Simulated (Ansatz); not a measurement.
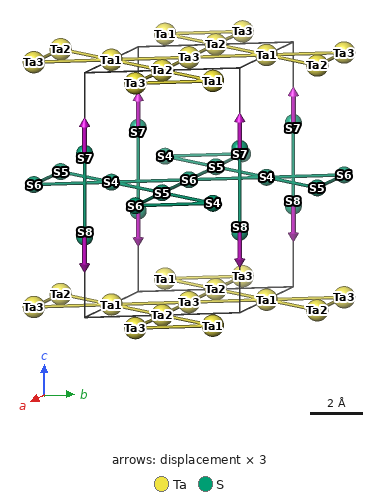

This is a relaxation of crystalline Ta3S5 (a generated structure, set up in P6/mmm) (coarse preliminary run). The starting structure is drawn; purple arrows show the displacements (the part carried along by the change of the cell is left out), magnified 3 times.

A ball-and-stick model of the cell of the calculation, seen slightly off an axis.

The calculation used Ansatz, DFT PBE, scalar-relativistic, plane waves, PAW.

Input
```yaml
crystal:
  lattice:
    - [6.08630452, 0.0, 0.0]
    - [-3.04315226, 5.27089433, 0.0]
    - [0.0, 0.0, 9.60326805]
  atoms:
    - { symbol: Ta, position: [0.5, 0.0, 0.0], spin: 1.0 }
    - { symbol: Ta, position: [0.0, 0.5, 0.0], spin: 1.0 }
    - { symbol: Ta, position: [0.5, 0.5, 0.0], spin: 1.0 }
    - { symbol: S, position: [0.5, 0.0, 0.5] }
    - { symbol: S, position: [0.0, 0.5, 0.5] }
    - { symbol: S, position: [0.5, 0.5, 0.5] }
    - { symbol: S, position: [0.0, 0.0, 0.67090178] }
    - { symbol: S, position: [0.0, 0.0, 0.32909822] }
basis:
  ecutwfc: 420
kpoints:
  mp_grid: { grid: [3, 3, 2] }
hamiltonian:
  xc: pbe
scf:
  occupations: { method: gaussian, width: 0.1 }
  lower_state_search: "off"
output:
  forces: true
  stress: true
  eigenvalues: true
  populations: true
magnetization:
  spin_polarized: true
relax:
  adjacent_minimum: "off"
  f_tol: 0.04
  max_steps: 70
  cell: { stress_tol: 0.4 }
```

Launched with:
```bash
ansatz run input.yaml --threads 1 --pin off --max-ram 2560MiB --backend cpu --events-out ev --progress --plain --runs-dir out
```

### Atoms of which element are displaced furthest, and by how much?

Sulfur: up to 0.48 Å, against 0.00 Å for tantalum.

### What did the optimiser do to the structure, and how much energy did it gain?

The largest moves relative to the cell, 0.48 Å, are those of S7 and S8. S8 goes along −c. Ta stays in place. The volume changes by −56.2 %, with a = b 6.086 → 5.550 Å (−8.8 %), c 9.603 → 5.059 Å (−47.3 %). Near-neighbour distances that change, for instance: S7–S8 6.321 → 2.379 Å, Ta1–S4 4.802 → 2.530 Å, Ta1–S7 4.387 → 3.019 Å, S7–S8 (another image) 3.282 → 2.681 Å. New bonds form: S7–S8 (6.32 → 2.38 Å), Ta1–S4 (4.80 → 2.53 Å), Ta1–S7 (4.39 → 3.02 Å), Ta1–S8 (4.39 → 3.02 Å). The space group stays P6/mmm (No. 191). The energy falls by 2310 meV per atom in 17 accepted moves (18 points after the start). Largest force component: 0.066 eV/Å at the start, 0.0062 eV/Å at the end. The pressure goes from −10.76 to 0.16 GPa. At 1 point the geometry stayed and the basis and grid were re-selected for the new cell (energy shift of 0.5 meV per atom at most each time). The program noted that the starting moments weren't kept.
